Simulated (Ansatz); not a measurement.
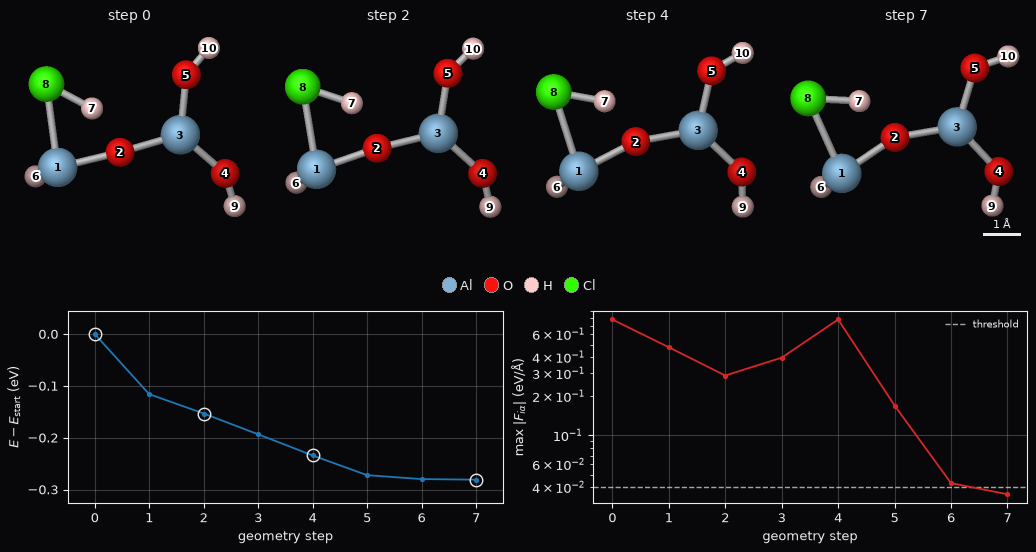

Frames of a constrained relaxation of Al₂H₄O₃Cl (multiplicity 2), marked on the history of the run. A ball-and-stick model, seen at a tilt.

The reaction that was planned forms Al1–Cl8, O2–H7 and breaks Al1–O2, H7–Cl8 (atoms numbered from 1 in input order).

Theory: UKS PBE0-D4/def2-SVP in Ansatz 0.2.0. Set-up: held fixed: the distance between atoms 1 (Al) and 8 (Cl), the distance between atoms 2 (O) and 7 (H), the distance between atoms 1 (Al) and 2 (O), the distance between atoms 7 (H) and 8 (Cl), counting from 1; force threshold 0.04 eV/Å; at most 150 steps.

Q: What happens along the run?

A: The energy falls by 0.281 eV in 7 geometry steps. Largest force component: 0.78 eV/Å at the start, 0.035 eV/Å at the end. The largest move after the best rigid fit is that of H10, 0.65 Å. Largest moves by element: H 0.65 Å, Cl 0.60 Å, O 0.42 Å, Al 0.27 Å. Near-neighbour distances that change, for instance: Al3–O4 1.653 → 1.689 Å, Al3–O5 1.659 → 1.688 Å, Al1–H6 1.578 → 1.607 Å, O4–H9 0.946 → 0.958 Å. Bond angles that change, for instance: Al3–O4–H9 148.0° → 127.6°, Al3–O5–H10 145.0° → 124.9°, Al1–O2–Al3 172.3° → 155.4°. From step 0 to 2: H6 moves most (0.19 Å), energy −0.153 eV. From step 2 to 4: H10 moves most (0.31 Å), energy −0.081 eV. From step 4 to 7: H9 moves most (0.26 Å), energy −0.047 eV.

```csv
step,"E − E(0), eV","largest force component, eV/Å"
0,0.0000,0.7796
1,-0.1160,0.4769
2,-0.1533,0.2888
3,-0.1934,0.3964
4,-0.2342,0.7795
5,-0.2723,0.1699
6,-0.2798,0.0430
7,-0.2809,0.0353
```
